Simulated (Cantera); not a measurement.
Feed: 1 mol CsOH, 1.3 mol H2, 3.3 mol H2O, at 1702 °C.

Cantera equilibrium calculation (NASA polynomials, part measured and part estimated; ideal gas, pure solids and liquids). Candidate condensed phases: Cs, CsOH, H2O; 15 gas species. Kinetics and transport are ignored.

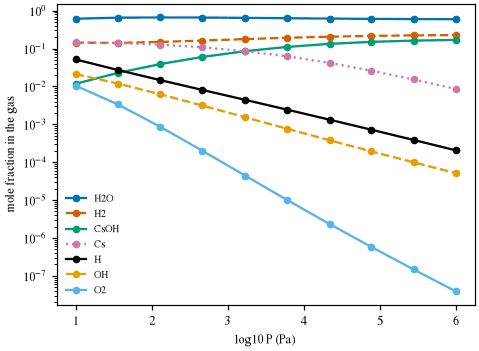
Figure: Equilibrium gas composition (values under 1e-9 drawn at 1e-9)

From 0.0750 Torr to 7500 Torr nothing is condensed. The main Cs-bearing gas is Cs at 0.0750 Torr and CsOH at 7500 Torr.
